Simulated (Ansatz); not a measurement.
# Calculations on C2H5FN

**1. Relaxation**

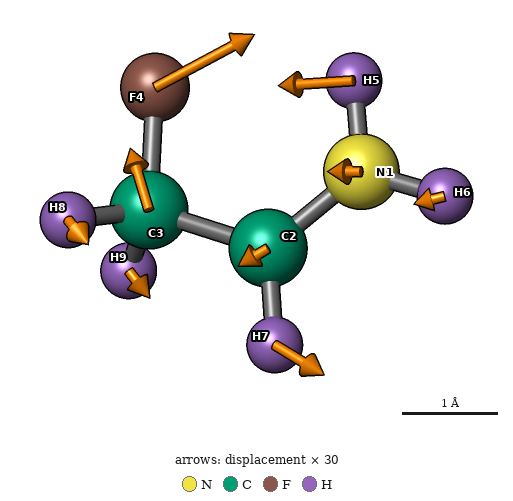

A relaxation of C2H5FN (charge +1). The starting structure is drawn; orange arrows show the displacements, 30 times their true length. The two geometries are superimposed by the best rigid fit.

The picture is a ball-and-stick view, seen at a tilt.

The run prepares an end point of a later path (torsion) calculation, from a guessed geometry.

These are results of Ansatz, RKS PBE0/def2-SVP, not measurements. Set-up: no spin polarisation; force threshold 0.015 eV/Å; at most 40 steps.

Atoms of which element are displaced furthest, and by how much?

Answer. Fluorine: up to 0.041 Å, against 0.030 Å for hydrogen.

What happened in the run?

Answer. The atom that moves furthest after the best rigid fit is F4 (0.041 Å). By element the largest moves are F 0.041 Å, H 0.030 Å, C 0.025 Å, N 0.014 Å. Among the contacts that change: C2–H7 1.087 → 1.098 Å, C2–C3 1.468 → 1.476 Å, C3–F4 1.356 → 1.350 Å, C3–H8 1.103 → 1.109 Å. Bond angles that change, for instance: F4–C3–H8 108.6° → 111.3°, C3–C2–H7 117.6° → 120.3°, C2–C3–H8 110.9° → 108.6°. After 4 accepted moves (5 points after the start) the energy has fallen by 2.93 kJ/mol. Largest force component: 0.7 eV/Å at the start, 0.0029 eV/Å at the end. The line search rejected the trial step at point 4 of the run. Cost: 16 s on 1 thread of Intel(R) Xeon(R) Processor @ 2.70GHz, with other jobs on the host, peak memory 0.16 GiB.

**2. Relaxation**

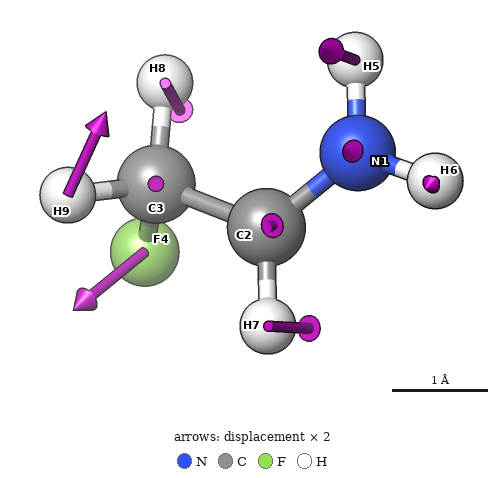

A relaxation of C2H5FN (charge +1). The starting structure is drawn; purple arrows show the displacements, 2 times their true length. The two geometries are superimposed by the best rigid fit.

The picture is a ball-and-stick view, seen at a tilt.

The run prepares an end point of a later path (torsion) calculation, from a guessed geometry.

Theory: RKS PBE0/def2-SVP in Ansatz 0.2.0.

The input:
```yaml
crystal:
  periodic: [false, false, false]
  atoms:
    - { symbol: "N", position_ang: [-0.25348, 1.18411, -0.54526] }
    - { symbol: C, position_ang: [0.39119, 0.08858, -0.43641] }
    - { symbol: C, position_ang: [0.04246, -0.91863, 0.57327] }
    - { symbol: F, position_ang: [-0.28786, -2.09442, -0.01578] }
    - { symbol: H, position_ang: [-1.03817, 1.37777, 0.0848] }
    - { symbol: H, position_ang: [-0.03011, 1.89469, -1.23928] }
    - { symbol: H, position_ang: [1.22591, -0.13015, -1.09777] }
    - { symbol: H, position_ang: [-0.80933, -0.58187, 1.18765] }
    - { symbol: H, position_ang: [0.88831, -1.09514, 1.25893] }
total_charge: 1
basis:
  gaussian: { orbitals: def2-SVP }
hamiltonian:
  xc: pbe0
relax:
  f_tol: 0.015
  max_steps: 40
output:
  orbitals: {}
```

Run as
```bash
ansatz run input.yaml --threads 1 --pin off --max-ram 2048MiB --backend cpu --events-out ev --progress --plain --runs-dir out
```

> What happened in the run?

The atom that moves furthest after the best rigid fit is F4 (0.61 Å). Largest moves by element: F 0.61 Å, H 0.55 Å, C 0.18 Å, N 0.16 Å. Some distances before and after: C2–C3 1.468 → 1.486 Å, C2–H7 1.087 → 1.100 Å, C3–F4 1.356 → 1.343 Å, N1–C2 1.276 → 1.282 Å. Bond angles that change, for instance: C2–C3–H9 110.8° → 107.7°, N1–C2–C3 121.9° → 124.9°, C2–N1–H5 119.8° → 122.6°. Groups turn about C2–C3 by about 50°. After 12 accepted moves (14 points after the start) the energy has fallen by 0.144 eV. Largest force component: 1.1 eV/Å at the start, 0.015 eV/Å at the end. The line search rejected the trial steps at points 5, 11 of the run. The run took 43 s on 1 thread of Intel(R) Xeon(R) Processor @ 2.70GHz, on a shared host, peak memory 0.16 GiB.

**3. Path**

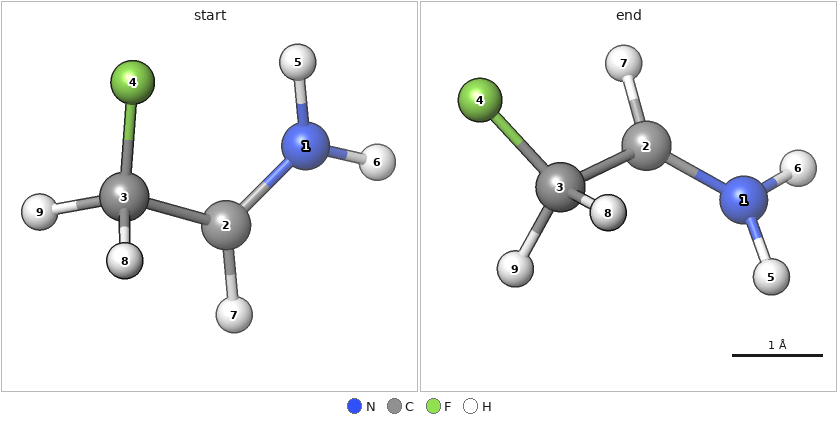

The two relaxed end points of a path for C2H5FN (charge +1). The picture is a ball-and-stick view, seen at a tilt.

These are results of RKS PBE0/def2-SVP in Ansatz, not measurements.

Set-up: 7 movable images; climbing image; force threshold 0.05 eV/Å; iteration limit 60.

Start:
```xyz
9

N    -0.2542    1.1728   -0.5379
C     0.3959    0.0767   -0.4339
C     0.0239   -0.9188    0.5906
F    -1.0277   -0.4697    1.3075
H    -1.0387    1.3521    0.0997
H    -0.0258    1.8855   -1.2335
H     1.2349   -0.1174   -1.1152
H     0.9040   -1.1050    1.2385
H    -0.2122   -1.8762    0.0841
```

End:
```xyz
9

N    -0.0751    1.2855   -0.4559
C     0.1099    0.0187   -0.5162
C    -0.0220   -0.9149    0.6320
F     0.0110   -2.1794    0.1804
H    -0.3585    1.7611    0.4055
H     0.0573    1.8808   -1.2768
H     0.4076   -0.4118   -1.4840
H    -0.9571   -0.7175    1.1922
H     0.8269   -0.7226    1.3228
```

Question: What barrier does the band find between them, and by what path?

Answer: The highest point, image 4, lies 45.3 kJ/mol above the start and 16.4 kJ/mol above the end; the end is at +29.0 kJ/mol relative to the start. The motion is a rotation about the C2–C3 bond by about 170°. No bond forms or breaks between the ends. Among the angles between lasting bonds that change up to the highest image: C2–C3–F4 109.9° → 105.0°, C2–N1–H5 119.2° → 121.8°. The band is converged. At the top, the vibrational analysis gives one imaginary mode (172i cm⁻¹), as a transition state must have.

Energies of the converged images:

```tsv
image	path (Å)	E (kJ/mol)
0	0.00	0.0
1	0.53	7.1
2	1.07	24.5
3	1.60	40.1
4	2.13	45.3
5	2.69	41.8
6	3.25	35.4
7	3.81	30.2
8	4.37	29.0
```

The geometry at the top of the path:

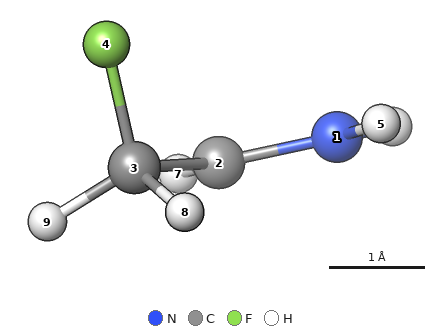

Cost: 2.9 min on 1 thread of Intel(R) Xeon(R) Processor @ 2.70GHz, with other jobs on the host, peak memory 0.16 GiB.
